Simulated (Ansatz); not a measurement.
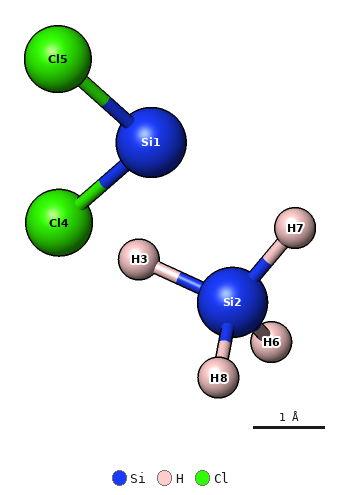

Figure 1. The structure as given in the input (ball-and-stick view, seen at a tilt; atoms are numbered from 1 in the order of the input).

# Si2H4Cl2: single-point calculation

The run: single-point calculation of Si2H4Cl2. Method and program: RKS PBE0-D4/def2-TZVPP (Ansatz 0.2.0).

The geometry is the product side of a reaction. The reaction was set up to form Si2–H3 and to break Si1–Si2 and Si1–H3 (atoms counted from 1 in the order of the input); sticks are drawn by distance alone. The geometry comes from this level: PBE0-D4/def2-TZVP.

### The input
```yaml
crystal:
  periodic: [false, false, false]
  atoms:
    - {symbol: Si, position_ang: [-0.541844, 1.872004, -0.201323]}
    - {symbol: Si, position_ang: [0.474414, -1.269995, -0.385326]}
    - {symbol: H, position_ang: [0.156953, -0.301061, 0.711961]}
    - {symbol: Cl, position_ang: [-2.386626, 1.644584, 0.740509]}
    - {symbol: Cl, position_ang: [0.577744, 2.775022, 1.305474]}
    - {symbol: H, position_ang: [-0.706330, -1.372741, -1.275323]}
    - {symbol: H, position_ang: [1.649851, -0.762948, -1.131939]}
    - {symbol: H, position_ang: [0.775837, -2.584763, 0.235966]}
basis:
  gaussian: {orbitals: def2-TZVPP}
hamiltonian: {xc: pbe0, dispersion: d4}
output: {orbitals: {seedname: orbitals}}
```

Command:
```bash
ansatz run in.yaml --threads 4 --pin off --events-out ev --progress --plain --max-ram 9574MiB
```

### Log
```
Functional definition: PBE0
  name "PBE0"
  cite "Adamo & Barone, J. Chem. Phys. 110, 6158 (1999) doi:10.1063/1.478522"
  cite "Perdew, Burke & Ernzerhof, Phys. Rev. Lett. 77, 3865 (1996) doi:10.1103/PhysRevLett.77.3865"
  parent pbe
  parameter a = 0.25
  parameter kappa = 0.804
  parameter beta = 0.06672455060314922
  exchange = (1 - a)*pbe_x(kappa = kappa, mu = beta*pi^2/3) + a*exact_x
  correlation = pbe_c(beta = beta)
1468 factors; their error is unknown
mean field evaluation 1: about -40852.3739 eV, gradient 1.7e1 eV
mean field evaluation 2: about -40852.4933 eV, gradient 1.7e1 eV
mean field evaluation 4: about -40853.1771 eV, gradient 1.3e0 eV
mean field evaluation 8: about -40853.2781 eV, gradient 1.7e-1 eV
mean field evaluation 16: about -40853.2781 eV, gradient 4.3e-5 eV
mean field -40853.27814784 eV, -1501.3302805866 hartree, gradient 4.3e-5 eV, S^2 0.000000; 0 other end points of the search recorded, 0 dependent functions left out
reference -40853.27818256 eV, -1501.3302818625 hartree; 33, 33 occupied and 191, 191 virtual orbitals, 1468 factors
Total energy: -40853.47664975 eV, -1501.3375753974 hartree
```

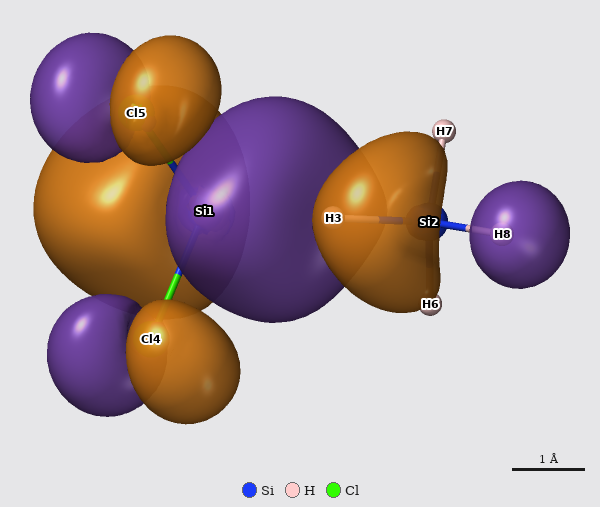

Figure 2. One frontier orbital at ±0.06 Å⁻³ᐟ² (orange and purple are the two phases), seen at a tilt. The LUMO, at −2.57 eV. Its weight (Hirshfeld) is mainly on Si1 (65 %), Cl5 (10 %), Cl4 (10 %) and Si2 (10 %).

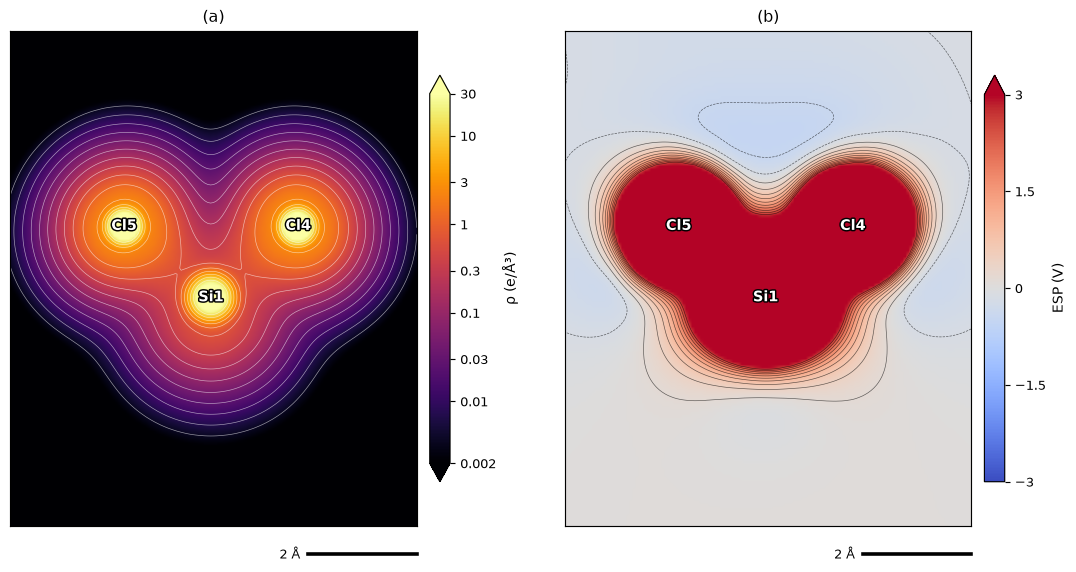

Figure 3. (a) total electron density; (b) molecular electrostatic potential on the plane of atoms Cl4, Si1 and Cl5.

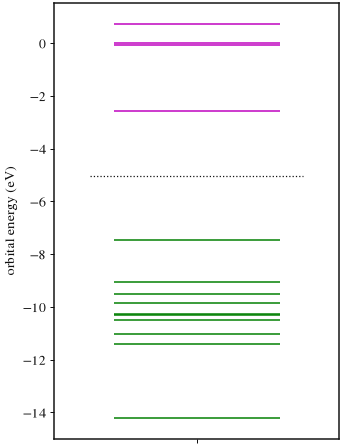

Figure 4. Orbital energies near the frontier; the dotted line parts filled from empty levels, and levels within 0.02 eV of each other stand side by side. Highest filled −7.48 eV, lowest empty −2.57 eV, 4.91 eV apart.

### Key numbers

| quantity | value |
| --- | --- |
| outcome | converged |
| total energy | −40853.4766 eV |
| mean-field energy | −40853.2782 eV |
| dispersion energy | −0.1985 eV |
| SCF solution under orbital rotations | stable |
| HOMO | −7.48 eV |
| LUMO | −2.57 eV |
| hardware | 4 threads of Arm Neoverse V1, 23 GiB of memory available, shared host |
| wall time | 3.1 s (CPU time 12 s) |
| peak memory | 0.6 GiB |
